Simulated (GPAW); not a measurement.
Consider Mo (Im-3m).

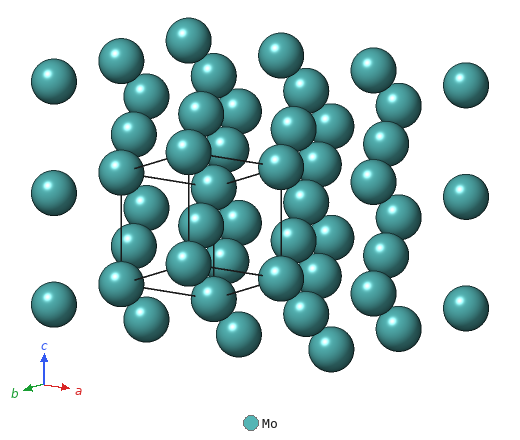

The structure (molybdenum teal). 3×2×2 conventional cells are drawn. Some periodic images of atoms are drawn too.

```cif
data_structure
_symmetry_space_group_name_H-M 'P 1'
_symmetry_Int_Tables_number 1
_cell_length_a 2.7252
_cell_length_b 2.7252
_cell_length_c 2.7252
_cell_angle_alpha 109.471
_cell_angle_beta 109.471
_cell_angle_gamma 109.471
_cell_volume 15.58
loop_
_atom_site_label
_atom_site_type_symbol
_atom_site_fract_x
_atom_site_fract_y
_atom_site_fract_z
_atom_site_occupancy
Mo1 Mo 0.00000 0.00000 0.00000 1
```

Absorber: atom 1, with 8 Mo at 2.73 Å and 6 Mo at 3.15 Å (cube and octahedron, as in bcc, site symmetry m-3m). Method: GPAW, revPBE, excited-electron core hole (neutral cell), 8-atom cell with 5.5 Å between holes, 8×8×8 k points, dipole transitions, Gaussian full width 1.78 eV up to 4 eV, rising linearly to 3.5 eV at 25 eV.

Predict the near-edge structure at the Mo L₃ edge.

Main maxima up to 30 eV above the zero (height): 1.2 eV (3.78) and 12.4 eV (0.84). At an L edge the dipole rule selects empty d (and weakly s) states on the absorber, and the strong line at the onset measures the empty part of its d band. 

The Mo L₃ spectrum (energy from the lowest empty level; intensity scaled to a mean of 1 over the first 20 eV):

```csv
E (eV),intensity
-2.0,0.02
-0.5,1.10
1.0,3.76
2.5,2.46
4.0,0.96
5.5,0.49
7.0,0.39
8.5,0.30
10.0,0.46
11.5,0.79
13.0,0.82
14.5,0.72
16.0,0.64
17.5,0.59
19.0,0.64
20.5,0.54
22.0,0.40
23.5,0.44
25.0,0.50
26.5,0.52
28.0,0.53
29.5,0.50
31.0,0.48
```

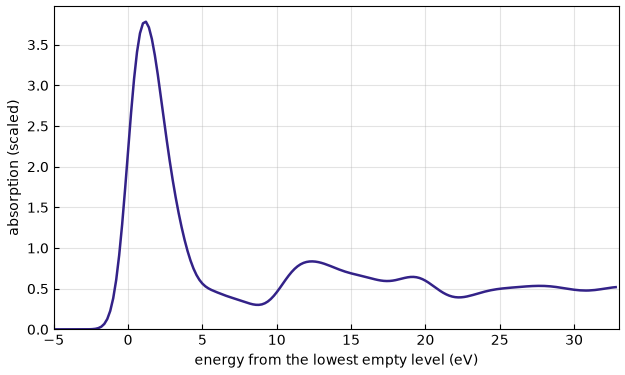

The Mo L₃ edge.

Only the L₃ part is meant: spin–orbit coupling of the core level isn't computed and the L₂ copy isn't added. The script folds with a Gaussian, whereas the core hole's own line is a Lorentzian, so the onset is too steep and the first peak too high. The holes are only 5.5 Å apart, so the shape is probably not converged with cell size; no larger cell was run here. Lifetime broadening is put in by hand, and intensities beyond about 20 eV depend on it and on the partial waves; weight that the partial waves miss at high energy is lost. The structure is a published determination, not relaxed.

[Banner, clock and machine lines of the logs are left out without a mark of their own.]

[Logs are printed without paths, hosts, clocks, repeated set-up lines and the standing remarks that a program may print on its own settings, such as how far it seeks lower states.]

[Hosts, paths, dates, database ids (printed as entryN), source tags and the programs' standing remarks are cut or masked in the printed files.]

[Lists of maxima count a maximum above −3 eV only where it reaches 4 % of the highest in the window and stands out from its surroundings by 2 % of it (1.5 % where it reaches 55 %); shoulders and weaker maxima are passed over, and of the rest the first, up to two pre-edge ones and the few strongest are named.]
